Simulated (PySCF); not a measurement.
**SiH4 (silane): NEVPT2(2,2)/STO-3G**

What is the energy change on altering one bond length of SiH4 (silane) at NEVPT2(2,2)/STO-3G? Input form: a Python script.

Program for the calculation: PySCF 2.14.0.

9 further runs of the same task are left out: 9 set aside as unsound or not needed.

## (1) The system as given

SiH4: 5 atoms, total charge 0, spin state singlet. As SMILES, `[SiH4]`. The coordinates come from a PBE0-D4/def2-TZVP relaxation.

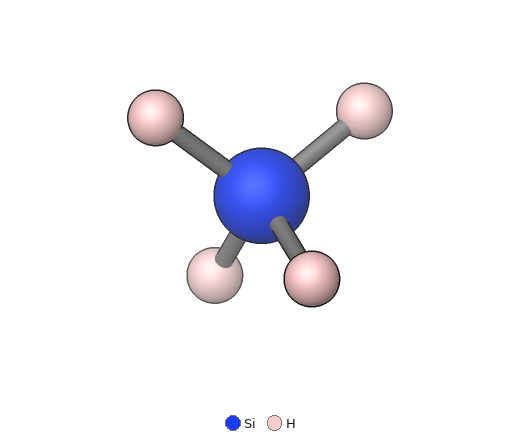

The structure, seen from a chosen angle (silicon blue, hydrogen pink).

## (2) A single-point energy at NEVPT2(2,2)/STO-3G

The input, input.py:

```python
import numpy
from pyscf import gto, scf, mp, mcscf, mrpt

molecule = gto.Mole()
molecule.atom = '''
Si     0.000000     0.000000    -0.000100
H      0.967600    -0.688400     0.890900
H     -1.331000     0.044900     0.656000
H     -0.105100    -0.740300    -1.282600
H      0.468500     1.383800    -0.264200
'''
molecule.basis = 'sto-3g'
molecule.max_memory = 1860
molecule.verbose = 4
molecule.spin = 0
molecule.build()

hf = molecule.RHF()
hf.conv_tol = 1e-10
hf.kernel()
if not hf.converged:
    hf = hf.newton().run(hf.mo_coeff, hf.mo_occ)

pt = mp.MP2(scf.addons.convert_to_uhf(hf)).run()
noons, natorbs = mcscf.addons.make_natural_orbitals(pt)
print('natural occupations', numpy.round(noons[:40], 4))
cas = mcscf.CASSCF(hf, 2, 2)
cas.fix_spin_(ss=0.0)
cas.natorb = True
cas.kernel(natorbs)
e_pt2 = mrpt.NEVPT(cas).kernel()
e_tot = cas.e_tot + e_pt2
print('Final energy', e_tot)
```

Launch:

```sh
$ OMP_NUM_THREADS=1 python input.py
```

The log of the run:

```text
PySCF version 2.14.0

[INPUT] num. atoms = 5
[INPUT] num. electrons = 18
[INPUT] charge = 0
[INPUT] spin (= nelec alpha-beta = 2S) = 0
[INPUT] symmetry False subgroup None
[INPUT] Mole.unit = angstrom
[INPUT] Symbol           X                Y                Z      unit          X                Y                Z       unit  Magmom
[INPUT]  1 Si     0.000000000000   0.000000000000  -0.000100000000 AA    0.000000000000   0.000000000000  -0.000188972612 Bohr   0.0
[INPUT]  2 H      0.967600000000  -0.688400000000   0.890900000000 AA    1.828498998129  -1.300887464151   1.683557004375 Bohr   0.0
[INPUT]  3 H     -1.331000000000   0.044900000000   0.656000000000 AA   -2.515225471796   0.084848702993   1.239660337715 Bohr   0.0
[INPUT]  4 H     -0.105100000000  -0.740300000000  -1.282600000000 AA   -0.198610215692  -1.398964250016  -2.423762727367 Bohr   0.0
[INPUT]  5 H      0.468500000000   1.383800000000  -0.264200000000 AA    0.885336689359   2.615003011173  -0.499265642110 Bohr   0.0

nuclear repulsion = 21.2705882798215
number of shells = 9
number of NR pGTOs = 39
number of NR cGTOs = 13
basis = sto-3g
ecp = {}

[... 31 lines left out ...]
converged SCF energy = -287.909069067248
[... 32 lines left out ...]
sorting_mo_energy = False
[... 26 lines left out ...]
1-step CASSCF converged in   6 macro ( 73 JK  17 micro) steps
CASSCF canonicalization
Natural occ [1.97461875 0.02538125]
Natural orbital (expansion on meta-Lowdin AOs) in CAS space
               #1        #2
0 Si 1s          0.00007  -0.00093
0 Si 2s         -0.00069   0.00602
0 Si 3s          0.26632  -0.39871
[... 9 lines of this table left out ...]
4 H 1s           0.74862   0.65863
<CAS-nat-orb|mo-hf>  9      8        0.87390846
<CAS-nat-orb|mo-hf>  10     10      -0.59644240
<CAS-nat-orb|mo-hf>  10     12      -0.76882025
CASSCF energy = -287.925312024108
CASCI E = -287.925312024108  E(CI) = -1.51039876525084  S^2 = 0.0000000

******** <class 'pyscf.mrpt.nevpt2.NEVPT'> ********
NEVPT2 (1e+1e, 2o), ncore = 8, nvir = 3
root = 0
Natural occ [1.97461875 0.02538125]
Natural orbital (expansion on meta-Lowdin AOs) in CAS space
               #1        #2
0 Si 1s          0.00007  -0.00093
0 Si 2s         -0.00069   0.00602
0 Si 3s          0.26632  -0.39871
[... 9 lines of this table left out ...]
4 H 1s           0.74862   0.65863
<CAS-nat-orb|mo-hf>  9      8        0.87390846
<CAS-nat-orb|mo-hf>  10     10      -0.59644240
<CAS-nat-orb|mo-hf>  10     12      -0.76882025
Sr    (-1)',   E = -0.00000000000419
Si    (+1)',   E = -0.00000000000322
Sijrs (0)  ,   E = -0.03254132542420
Sijr  (+1) ,   E = -0.00288948613917
Srsi  (-1) ,   E = -0.00180178330723
Srs   (-2) ,   E = -0.00023154655924
Sij   (+2) ,   E = -0.00042380622231
Sir   (0)' ,   E = -0.00113830841774
Nevpt2 Energy = -0.039026256077300
Final energy -287.96433828018485
```

Run time: 0.93 s. Hardware: 1 thread of Arm Neoverse V1, shared host; peak memory 0.12 GiB.

## (3) The distorted shape

The input, input.xyz:

```xyz
5
H4Si
Si    -0.093712    -0.276795     0.052727
H      0.873888    -0.965195     0.943727
H     -1.424712    -0.231895     0.708827
H     -0.198812    -1.017095    -1.229773
H      0.468500     1.383800    -0.264200
```

The input, run.py:

```python
import numpy
from pyscf import gto, scf, mp, mcscf, mrpt

mol = gto.Mole()
mol.atom = 'input.xyz'
mol.verbose = 4
mol.charge = 0
mol.max_memory = 1860
mol.basis = 'sto-3g'
mol.build()

hf = scf.RHF(mol)
hf.conv_tol = 1e-10
hf.kernel()
if not hf.converged:
    hf = hf.newton().run(hf.mo_coeff, hf.mo_occ)

pt = mp.MP2(scf.addons.convert_to_uhf(hf)).run()
noons, natorbs = mcscf.addons.make_natural_orbitals(pt)
print('natural occupations', numpy.round(noons[:40], 4))
cas = mcscf.CASSCF(hf, 2, 2)
cas.fix_spin_(ss=0.0)
cas.natorb = True
cas.kernel(natorbs)
e_pt2 = mrpt.NEVPT(cas).kernel()
e_final = cas.e_tot + e_pt2
print(f'total energy: {e_final:.8f} hartree')
```

Launch:

```sh
$ OMP_NUM_THREADS=1 python run.py
```

The log of the run:

```text
PySCF version 2.14.0

[INPUT] num. atoms = 5
[INPUT] num. electrons = 18
[INPUT] charge = 0
[INPUT] spin (= nelec alpha-beta = 2S) = 0
[INPUT] symmetry False subgroup None
[INPUT] Mole.unit = angstrom
[INPUT] Symbol           X                Y                Z      unit          X                Y                Z       unit  Magmom
[INPUT]  1 Si    -0.093712000000  -0.276795000000   0.052727000000 AA   -0.177090014585  -0.523066742649   0.099639589370 Bohr   0.0
[INPUT]  2 H      0.873888000000  -0.965195000000   0.943727000000 AA    1.651408983544  -1.823954206800   1.783385566357 Bohr   0.0
[INPUT]  3 H     -1.424712000000  -0.231895000000   0.708827000000 AA   -2.692315486381  -0.438218039656   1.339488899697 Bohr   0.0
[INPUT]  4 H     -0.198812000000  -1.017095000000  -1.229773000000 AA   -0.375700230277  -1.922030992665  -2.323934165385 Bohr   0.0
[INPUT]  5 H      0.468500000000   1.383800000000  -0.264200000000 AA    0.885336689359   2.615003011173  -0.499265642110 Bohr   0.0

nuclear repulsion = 20.3780535816417
number of shells = 9
number of NR pGTOs = 39
number of NR cGTOs = 13
basis = sto-3g
ecp = {}

[... 31 lines left out ...]
converged SCF energy = -287.863164536507
[... 32 lines left out ...]
sorting_mo_energy = False
[... 18 lines left out ...]
macro iter   3 (  3 JK    1 micro), CASSCF E = -287.890502112653  dE = -3.26561462e-08  S^2 = 0.0000000
               |grad[o]|=5.07e-05  |grad[c]|=1.22e-05  |ddm|=1.26e-05  |maxRot[o]|=0.000727
1-step CASSCF converged in   3 macro ( 25 JK   7 micro) steps
CASSCF canonicalization
Natural occ [1.94061366 0.05938634]
Natural orbital (expansion on meta-Lowdin AOs) in CAS space
               #1        #2
0 Si 1s          0.00008   0.00078
0 Si 2s          0.00197  -0.00437
0 Si 3s          0.27088   0.36927
[... 9 lines of this table left out ...]
4 H 1s           0.75040  -0.65926
<CAS-nat-orb|mo-hf>  9      9        0.97144186
<CAS-nat-orb|mo-hf>  10     10      -0.99146212
CASSCF energy = -287.890502112653
CASCI E = -287.890502112653  E(CI) = -1.33216451382651  S^2 = 0.0000000

******** <class 'pyscf.mrpt.nevpt2.NEVPT'> ********
NEVPT2 (1e+1e, 2o), ncore = 8, nvir = 3
root = 0
Natural occ [1.94061366 0.05938634]
Natural orbital (expansion on meta-Lowdin AOs) in CAS space
               #1        #2
0 Si 1s          0.00008   0.00078
0 Si 2s          0.00197  -0.00437
0 Si 3s          0.27088   0.36927
[... 9 lines of this table left out ...]
4 H 1s           0.75040  -0.65926
<CAS-nat-orb|mo-hf>  9      9        0.97144186
<CAS-nat-orb|mo-hf>  10     10      -0.99146212
Sr    (-1)',   E = -0.00000000000001
Si    (+1)',   E = 0.00000000000002
Sijrs (0)  ,   E = -0.03237430345850
Sijr  (+1) ,   E = -0.00315762247734
Srsi  (-1) ,   E = -0.00183691704138
Srs   (-2) ,   E = -0.00016215908747
Sij   (+2) ,   E = -0.00040517927640
Sir   (0)' ,   E = -0.00139354823752
Nevpt2 Energy = -0.039329729578603
total energy: -287.92983184 hartree
```

Run time: 0.85 s. Hardware: 1 thread of Arm Neoverse V1, shared host; peak memory 0.12 GiB.

## (4) Summary of results

At NEVPT2(2,2)/STO-3G:

| quantity | value |
| --- | --- |
| first shape: total energy | -287.96434 Eh |
| first shape: dipole moment (Hartree–Fock density) | 0.00 D |
| first shape: HOMO energy (Hartree–Fock orbitals) | -11.44 eV |
| first shape: LUMO energy (Hartree–Fock orbitals) | 14.05 eV |
| first shape: HOMO–LUMO gap (Hartree–Fock orbitals) | 25.49 eV |
| distorted shape: total energy | -287.92983 Eh |
| distorted shape: dipole moment (Hartree–Fock density) | 0.25 D |
| distorted shape: HOMO energy (Hartree–Fock orbitals) | -9.88 eV |
| distorted shape: LUMO energy (Hartree–Fock orbitals) | 10.39 eV |
| distorted shape: HOMO–LUMO gap (Hartree–Fock orbitals) | 20.27 eV |
| energy change with the Si1–H5 bond stretched from 1.485 to 1.782 Å | 0.939 eV |

**Reading.** With the Si1–H5 bond stretched from 1.485 to 1.782 Å the energy rises by 0.94 eV (21.7 kcal/mol). The first shape isn't relaxed at this level, so the change isn't measured from a minimum. The minimal basis adds a large error of its own. Mulliken charges (first shape) of the mean-field density run from -0.16 on H2 to +0.62 on Si1; they depend strongly on the basis.
